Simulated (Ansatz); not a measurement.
# GaH5O2SSi: the cost of one run

Method: functionals in def2-TZVPP, the program's frozen cores in correlated methods; program: Ansatz 0.2.0, Gaussian basis.

Levels to be run: PBE-D4, r2SCAN-D4, PBE0-D4, B3LYP-D4, ωB97X-V, ωB97M-V, B2PLYP; CCSD(T)/def2-TZVPP; MP2/def2-QZVPP; extrapolation to the limit.

### 1 The geometry

An earlier PBE0-D4 in a triple-zeta def2 set relaxation fixed the geometry.

SMILES `[OH][Ga]([SH])[O][SiH3]`, 10 atoms, charge 0, spin multiplicity 1.

Atoms are counted from 1 here; the program's logs count them from 0.

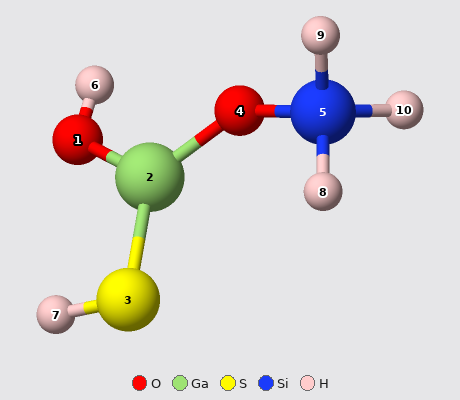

The structure; oxygen red, gallium green, sulfur yellow, silicon blue, hydrogen pink; atoms are numbered from 1 in the order of the file.

### 2 PBE-D4 (GGA)

The input, in.yaml:

```yaml
crystal:
  periodic: [false, false, false]
  atoms:
    - {symbol: O, position_ang: [-2.311943, -1.444353, 0.343726]}
    - {symbol: Ga, position_ang: [-0.641863, -0.850588, 0.394244]}
    - {symbol: S, position_ang: [0.896400, -1.917548, 1.505113]}
    - {symbol: O, position_ang: [-0.286912, 0.642038, -0.495589]}
    - {symbol: Si, position_ang: [1.001731, 1.601106, -0.793864]}
    - {symbol: H, position_ang: [-2.889478, -0.882710, -0.179564]}
    - {symbol: H, position_ang: [0.021436, -2.861610, 1.895252]}
    - {symbol: H, position_ang: [2.223192, 1.080756, -0.115190]}
    - {symbol: H, position_ang: [0.729466, 2.975560, -0.296988]}
    - {symbol: H, position_ang: [1.257970, 1.657350, -2.257141]}
basis:
  gaussian: {orbitals: def2-TZVPP}
hamiltonian: {xc: pbe, dispersion: d4}
output: {forces: true, orbitals: {seedname: orbitals}}
```

Run with:

```sh
$ ansatz run in.yaml --threads 2 --pin off --events-out ev --progress --plain --max-ram 22528MiB --backend cpu
```

**Question.** How long does this run take on 2 threads of AMD EPYC 7R13, shared host, and how much memory does it need?

About 4.2 s, with a peak of 0.44 GiB.
